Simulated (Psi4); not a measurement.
**AlNH3OF (SMILES [NH2][Al]([OH])[F]) at 3 levels**

Wanted: a comparison of 3 runs (wB97M-V/cc-pVDZ, wB97X/cc-pVDZ, OMP2/cc-pVDZ) of AlNH3OF. 

Program for the calculation: Psi4 1.11.

**1. The molecule**

AlNH3OF has 7 atoms, charge 0, and is taken as a singlet. As SMILES, `[NH2][Al]([OH])[F]`. The Al2–F4 distance was set to 2.137 Å, away from the relaxed value.

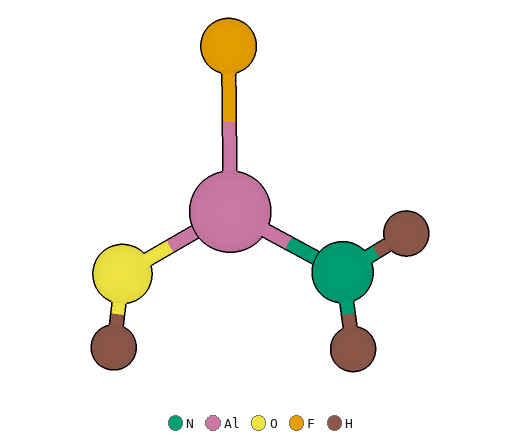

The structure, seen from a chosen angle (nitrogen teal, aluminium pink, oxygen yellow, fluorine amber, hydrogen brown).

**2. The energy at wB97M-V/cc-pVDZ (run 1)**

Input file alfh3no.in:

```
memory 2200 mb

molecule mol {
  N     -0.230108     1.284432    -0.529210
  Al     0.206392    -0.272368     0.153390
  O      1.708092    -0.646568     0.820590
  F     -1.265600    -1.822100     0.146500
  H     -1.133508     1.487832    -0.923510
  H      0.369292     2.089932    -0.585110
  H      2.444892    -0.043368     0.881090
  symmetry c1
  no_reorient
  no_com
}

set {
  basis                cc-pVDZ
  reference            rks
  puream               true
  e_convergence        1e-09
  d_convergence        1e-08
  scf_type             pk
  dft_radial_points    99
  dft_spherical_points 590
}

E, wfn = energy('wb97m-v', return_wfn=True)
print_variables()
```

Started as:

```sh
psi4 alfh3no.in alfh3no.out -n 1
```

alfh3no.out:

```text
[...]
  Running in c1 symmetry.
[...]
  Nuclear repulsion =  148.353462166895383
[...]
  Multiplicity = 1
[...]
  Nalpha       = 20
  Nbeta        = 20
[...]
    Number of basis functions: 75
[...]
   @RKS iter   1:  -473.70481127300178   -9.41921e-01   1.27643e-02 ADIIS/DIIS
[...]
   @RKS iter  12:  -474.07985909701250   -2.38742e-12   2.84732e-09 DIIS
[...]
  @RKS Final Energy:  -474.07985909701250
   => Energetics <=
    Nuclear Repulsion Energy =            148.3534621668953832
    One-Electron Energy =                -952.6206776209171494
    Two-Electron Energy =                 363.8805422404650471
    DFT Exchange-Correlation Energy =     -33.8602742349632635
    Empirical Dispersion Energy =           0.0000000000000000
    VV10 Nonlocal Energy =                  0.1670883515074319
    Total Energy =                       -474.0798590970125019
[...]
 Multipole Moments:
 ------------------------------------------------------------------------------------
     Multipole            Electronic (a.u.)      Nuclear  (a.u.)        Total (a.u.)
 ------------------------------------------------------------------------------------
 L = 1.  Multiply by 2.5417464519 to convert [e a0] to [Debye]
 Dipole X            :         -8.5775416            9.5003184            0.9227769
 Dipole Y            :         25.5953345          -23.7856199            1.8097146
 Dipole Z            :        -10.7586414           10.4790794           -0.2795620
 Magnitude           :                                                    2.0505460
[...]
```

Run time: 2.1 min. Hardware: 1 thread of AMD EPYC 7R43 (Zen 3), shared host; peak memory 1.2 GiB.

**3. Energy and forces at wB97X/cc-pVDZ (run 2)**

Input file input.inp:

```
memory 2200 mb

molecule molecule1 {
  N
  Al 1 1.755022
  O 2 1.685314 1 124.92847
  F 2 2.1374 3 116.99674 1 -179.99075
  H 1 1.006467 2 123.70293 3 179.98466
  H 1 1.005602 5 110.5708 2 179.98801
  H 3 0.954141 2 124.9467 1 -0.08789
  symmetry c1
}

set puream true
set e_convergence 1e-09
set d_convergence 1e-08
set scf_type pk
set dft_radial_points 99
set dft_spherical_points 590

e, wfn = gradient('wb97x/cc-pVDZ', return_wfn=True)
oeprop(wfn, 'LOWDIN_CHARGES', 'DIPOLE', 'MAYER_INDICES')
```

Started as:

```sh
psi4 -n 1 input.inp input.out
```

input.out:

```text
[...]
  Running in c1 symmetry.
[...]
  Nuclear repulsion =  148.353455345075531
[...]
  Multiplicity = 1
[...]
  Nalpha       = 20
  Nbeta        = 20
[...]
    Number of basis functions: 75
[...]
   @RKS iter   1:  -473.71307773019623   -9.52220e-01   1.31015e-02 ADIIS/DIIS
[...]
   @RKS iter  12:  -474.09994470755521   -3.24007e-12   2.16297e-09 DIIS
[...]
  @RKS Final Energy:  -474.09994470755521
   => Energetics <=
    Nuclear Repulsion Energy =            148.3534553450755311
    One-Electron Energy =                -952.7224250697800016
    Two-Electron Energy =                 363.7006086201084827
    DFT Exchange-Correlation Energy =     -33.4315836029592006
    Empirical Dispersion Energy =           0.0000000000000000
    VV10 Nonlocal Energy =                  0.0000000000000000
    Total Energy =                       -474.0999447075552098
[...]
  -Total Gradient:
     Atom            X                  Y                   Z
    ------   -----------------  -----------------  -----------------
       1        0.000003913316    -0.005436105293    -0.004303288338
       2       -0.000018736924    -0.086346665569    -0.038135070616
       3       -0.000000340075     0.003561366250    -0.011141082150
       4        0.000013850206     0.083134183554     0.045051365408
       5       -0.000000285513    -0.005567559051     0.003952199374
       6       -0.000001158996     0.006076126576     0.003149146829
       7        0.000002751840     0.004769479591     0.001236821943
[...]
```

It took 32 s on 1 thread of AMD EPYC 7R43 (Zen 3), shared host; peak memory 1.1 GiB.

**4. The energy at OMP2/cc-pVDZ (density fitting for correlation) (run 3)**

Input file alfh3no.json:

```json
{
 "schema_name": "qcschema_input",
 "schema_version": 1,
 "molecule": {
  "schema_name": "qcschema_molecule",
  "schema_version": 2,
  "symbols": ["N", "Al", "O", "F", "H", "H", "H"],
  "geometry": [-0.4348411, 2.42722471, -1.00006196, 0.39002435, -0.51470093, 0.28986509, 3.22782608, -1.22183644, 1.55069036, -2.39163738, -3.44326997, 0.27684488, -2.14201968, 2.811595, -1.74518097, 0.69786074, 3.9493991, -1.10569765, 4.62017628, -0.08195364, 1.66501879],
  "molecular_charge": 0,
  "molecular_multiplicity": 1,
  "fix_symmetry": "c1"
 },
 "driver": "energy",
 "model": {
  "method": "omp2",
  "basis": "cc-pVDZ"
 },
 "keywords": {
  "reference": "rhf",
  "puream": true,
  "e_convergence": 1e-09,
  "d_convergence": 1e-08,
  "scf_type": "pk",
  "num_frozen_docc": 8
 }
}
```

Started as:

```sh
psi4 --qcschema alfh3no.json -n 1 --memory 2200MB
```

stdout:

```text
[...]
  Running in c1 symmetry.
[...]
  Nuclear repulsion =  148.353462200496153
[...]
  Multiplicity = 1
[...]
  Nalpha       = 20
  Nbeta        = 20
[...]
    Number of basis functions: 75
[...]
   @RHF iter   1:  -472.29497268368965   -1.39755e+00   9.90741e-03 ADIIS/DIIS
[...]
   @RHF iter  12:  -472.52703483137219   -2.61480e-12   3.88498e-09 DIIS
[...]
  @RHF Final Energy:  -472.52703483137219
   => Energetics <=
    Nuclear Repulsion Energy =            148.3534622004961534
    One-Electron Energy =                -952.6289992525754542
    Two-Electron Energy =                 331.7485022207070529
    Total Energy =                       -472.5270348313721911
[...]
 Multipole Moments:
 ------------------------------------------------------------------------------------
     Multipole            Electronic (a.u.)      Nuclear  (a.u.)        Total (a.u.)
 ------------------------------------------------------------------------------------
 L = 1.  Multiply by 2.5417464519 to convert [e a0] to [Debye]
 Dipole X            :         -1.4633260            2.4995690            1.0362430
 Dipole Y            :         -3.6444868            5.6454070            2.0009202
 Dipole Z            :          0.7032645           -1.0066382           -0.3033737
 Magnitude           :                                                    2.2736571
[...]
	Warning: cc_lambda option is changed to TRUE
	For this residual convergence, default PCG convergence is:     1.00e-07
[...]
	DF-MP2 Total Energy (a.u.)         :  -473.14440450256723
[...]
	DF-MP2 Total Energy (a.u.)         :  -473.15341264646702
[...]
	DF-OMP2 Total Energy (a.u.)        :  -473.15341264647634
[...]
```

The result, in JSON:

```text
{
 "driver": "energy",
 "model": {
  "method": "omp2",
  "basis": "cc-pVDZ"
 },
 "success": true,
 "return_result": -473.15341264647634,
 "properties": {
  "calcinfo_nbasis": 75,
  "calcinfo_nmo": 75,
  "calcinfo_nalpha": 20,
  "calcinfo_nbeta": 20,
  "calcinfo_natom": 7,
  "nuclear_repulsion_energy": 148.35346220049615,
  "return_energy": -473.15341264647634,
  "scf_one_electron_energy": -952.6289992525755,
  "scf_two_electron_energy": 331.74850222070705,
  "scf_dipole_moment": [1.0362430068581245, 2.0009201685752918, -0.3033736572695279],
  "scf_total_energy": -472.5270348313722,
  "scf_iterations": 12,
  "mp2_singles_energy": 0.0,
  "mp2_doubles_energy": -0.617369671195021,
  "mp2_correlation_energy": -0.6173696711950356,
  "mp2_total_energy": -473.1444045025672
 }
}
```

It took 19 s on 1 thread of AMD EPYC 7R43 (Zen 3), shared host; peak memory 0.34 GiB.

**5. All runs side by side**

```tsv
run	level	task	properties	energy (Eh)	dipole moment (D)	HOMO energy (eV)	LUMO energy (eV)	wall time
1	wB97M-V/cc-pVDZ	energy	–	-474.079859	5.21	-10.30	0.79	2.1 min
2	wB97X/cc-pVDZ	gradient	(lowdin, dipole, mayer)	-474.099945	5.26	-10.41	1.08	32 s
3	OMP2/cc-pVDZ (density fitting for correlation)	energy	–	-473.153413	–	-11.72	2.10	19 s
```

**6. Results**

| quantity | value |
| --- | --- |
| run 3: total energy | -473.15341 Eh |
| run 3: HOMO energy (Hartree–Fock orbitals) | -11.72 eV |
| run 3: LUMO energy (Hartree–Fock orbitals) | 2.10 eV |
| run 3: HOMO–LUMO gap (Hartree–Fock orbitals) | 13.82 eV |
| run 3: correlation energy (8 core orbitals frozen) | -626.4 mEh |

Totals of different functionals can't be ranked against each other. All runs together took 3 min, the longest 2.1 min.
